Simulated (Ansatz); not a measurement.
# GeH6N2O: vertical spin-state energies from a Python script

Aim: vertical spin-state energies, for GeH6N2O, run from a script. SMILES: [NH2][GeH]([NH2])[OH].

Program: Ansatz 0.2.0 through its Python package. Level of theory: MP2/def2-SVPD. These are calculated values, not measurements.

### Step 1. The structure

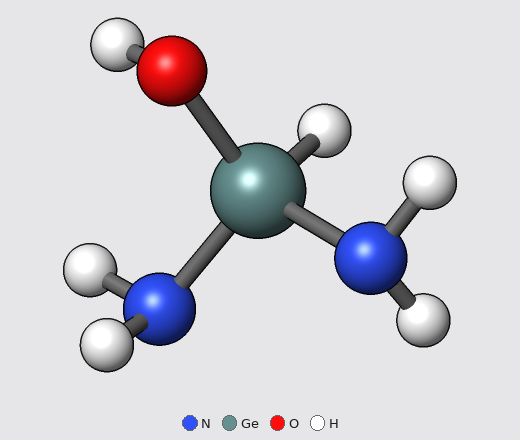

The starting structure, viewed from a chosen angle; nitrogen blue, germanium teal, oxygen red, hydrogen white.

No structure file is read: the coordinates are typed or built in the script.

### Step 2. The code

File geh6n2o_spin.py:

```python
"""Gap between spin states of GeH6N2O at one geometry."""

import ansatz as az


def main() -> None:
    molecule = (
        az.Crystal.molecule()
        .atom("N", [-1.4368, 0.5467, -0.444])
        .atom("Ge", [0.164, -0.2249, -0.1714])
        .atom("N", [0.292, -0.694, 1.6117])
        .atom("O", [1.5516, 0.9279, -0.6065])
        .atom("H", [-1.508, 0.8701, -1.4777])
        .atom("H", [-1.4883, 1.4869, 0.1062])
        .atom("H", [0.3028, -1.4911, -1.0467])
        .atom("H", [1.2738, -1.1802, 1.7184])
        .atom("H", [-0.4227, -1.3777, 1.8604])
        .atom("H", [1.3546, 1.0851, -1.5474])
    )

    job = (
        molecule.calculation()
        .basis(gaussian="def2-SVPD")  # atom-centred Gaussian functions
        .correlation("mp2")
    )
    found = {}
    for unpaired in [0, 2]:
        report = job.spin("collinear", total=unpaired).run(threads=1).report
        s = unpaired / 2
        found[unpaired] = report["free_energy_ev"]
        print(f"2S+1 = {unpaired + 1}: E = {found[unpaired]:.5f} eV, <S^2> = {abs(report['mean_field']['state']['spin_squared']):.3f} (pure state {s * (s + 1):.2f})")
    lowest = min(found, key=found.get)
    for unpaired, e in found.items():
        print(f"multiplicity {unpaired + 1}: {96.485332 * (e - found[lowest]):.1f} kJ/mol above the lowest")


if __name__ == "__main__":
    main()
```

### Step 3. The input behind the calls

The engine receives this input (first run):

```yaml
crystal:
  periodic: [false, false, false]
  atoms:
    - { symbol: "N", position_ang: [-1.4368, 0.5467, -0.444] }
    - { symbol: Ge, position_ang: [0.164, -0.2249, -0.1714] }
    - { symbol: "N", position_ang: [0.292, -0.694, 1.6117] }
    - { symbol: O, position_ang: [1.5516, 0.9279, -0.6065] }
    - { symbol: H, position_ang: [-1.508, 0.8701, -1.4777] }
    - { symbol: H, position_ang: [-1.4883, 1.4869, 0.1062] }
    - { symbol: H, position_ang: [0.3028, -1.4911, -1.0467] }
    - { symbol: H, position_ang: [1.2738, -1.1802, 1.7184] }
    - { symbol: H, position_ang: [-0.4227, -1.3777, 1.8604] }
    - { symbol: H, position_ang: [1.3546, 1.0851, -1.5474] }
basis:
  gaussian:
    orbitals: def2-SVPD
magnetization:
  spin_polarized: true
  initial_magnetization: 0.0
correlation:
  method: mp2
```

### Step 4. The run

The run is started by

```bash
python geh6n2o_spin.py
```

**Question.** Which spin state is lowest at this geometry, and how far above lie the others?

As calculated:

```
        quantity             value
   runs compared                 2
          lowest  run 1 (2S+1 = 1)
next above it by          6.493 eV
```

**Reading.** In order: multiplicity 1 (+0.00 eV) and multiplicity 3 (+6.49 eV), all at the one geometry. The geometry is a force-field or estimated start, not a minimum of this method, and the basis set is short of its limit. All parts are taken at fixed geometry, without zero-point energy.
